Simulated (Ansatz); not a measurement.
The relaxed structure here is a generated cell of TePb: the first start was made by placing the elements on the sites of a structure type, and the end was not matched to a known phase here, so it may be hypothetical. Known forms of TePb include space group No. 225.

A relaxed structure of TePb. Space group R-3m (No. 166). Calculation: PBEsol (plane waves to 420 eV, PAW, scalar-relativistic; Ansatz, a quantum-chemistry and plane-wave program).

```xyz
8
Lattice="2.6274 1.5169 12.1881 -2.6274 1.5169 12.1881 0.0000 -3.0338 12.1881" Properties=species:S:1:pos:R:3 pbc="T T T"
Te     0.0000     0.0000    23.0516
Te     0.0000     0.0000     7.7123
Te     0.0000     0.0000    13.5128
Te     0.0000     0.0000    28.8521
Pb     0.0000     0.0000    19.9825
Pb     0.0000     0.0000     2.3708
Pb     0.0000     0.0000    34.1936
Pb     0.0000     0.0000    16.5819
```

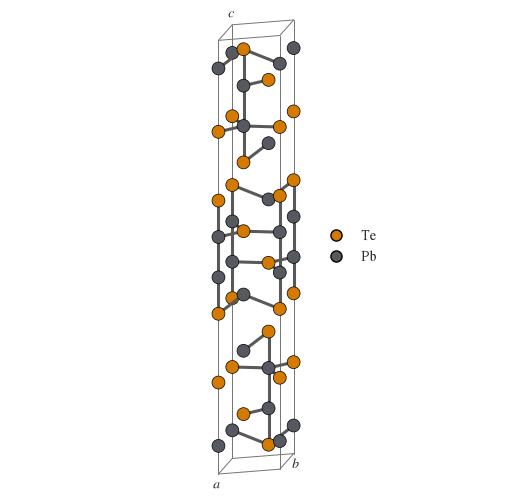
Fig. 1. The conventional cell of the relaxed structure

| Quantity | Value |
|---|---|
| Volume per atom | 36.43 Å³ |
| Density | 7.63 g/cm³ |
| Band gap | no clear gap: the sampled points leave 0.08 eV away from the symmetry points, which may be a band crossing missed between them |
| Smallest direct gap | 0.62 eV at k = (0.2, 0.2, 0.3) |
| Shortest distances | Pb–Te 3.03 Å; Pb–Pb 3.40 Å |
| k-mesh | 10×10×10 |

Band energies at high-symmetry points (eV from the VBM; labels of this space group; no spin-orbit coupling), from −5 eV up to 3.9 eV:

```json
[
 {"point": "Γ", "energies": "-3.48 -2.67 -2.67 -2.59 -2.59 -2.10 -2.10 -1.93 -1.93 -1.40 -1.39 -0.27 0.54 0.54 0.82 0.82 0.85 1.37 2.06 2.66 2.66 3.00 3.00"},
 {"point": "T", "energies": "-3.05 -2.71 -2.71 -2.55 -2.55 -2.32 -2.05 -2.05 -1.98 -1.98 -0.71 -0.51 0.38 0.38 0.86 1.03 1.03 1.03 2.64 2.64 2.78 2.93 2.93"},
 {"point": "H2", "energies": "-3.88 -3.80 -3.45 -3.42 -2.57 -1.92 -1.66 -1.07 -0.85 -0.62 -0.47 -0.19 1.11 1.36 1.68 1.84 2.32 2.49 2.51"},
 {"point": "H0", "energies": "-3.88 -3.80 -3.45 -3.42 -2.57 -1.92 -1.66 -1.07 -0.85 -0.62 -0.47 -0.19 1.11 1.36 1.68 1.84 2.32 2.49 2.51"},
 {"point": "L", "energies": "-3.87 -3.65 -3.11 -2.99 -2.16 -2.15 -2.04 -1.80 -1.73 -1.66 -0.19 -0.16 1.20 1.30 1.80 2.81 2.81 3.20 3.52 3.63"},
 {"point": "S0", "energies": "-3.88 -3.77 -3.52 -3.38 -2.60 -1.90 -1.65 -0.98 -0.93 -0.57 -0.53 -0.18 1.11 1.47 1.53 1.87 2.36 2.46 2.52"},
 {"point": "S2", "energies": "-3.88 -3.77 -3.52 -3.38 -2.60 -1.90 -1.65 -0.98 -0.93 -0.57 -0.53 -0.18 1.11 1.47 1.53 1.87 2.36 2.46 2.52"},
 {"point": "F", "energies": "-3.95 -3.51 -3.38 -2.58 -2.41 -2.37 -2.28 -1.59 -1.15 -1.05 -0.92 -0.59 0.86 1.80 1.90 2.65 3.28 3.34 3.34 3.59 3.64 3.84"}
]
```

No spin polarisation in the result. Without spin-orbit coupling the bands of the heavy element are not split, so the gap can be far off.

The run could not lose the symmetry of its start: the end is stationary, and may be a saddle point rather than a minimum.

It was reached from a disturbed copy of a Fd-3m (No. 227) cell (AFLOW prototype AB_cF16_227_a_b (B32, as in NaTl)), against which it lies -0.14 eV/atom.
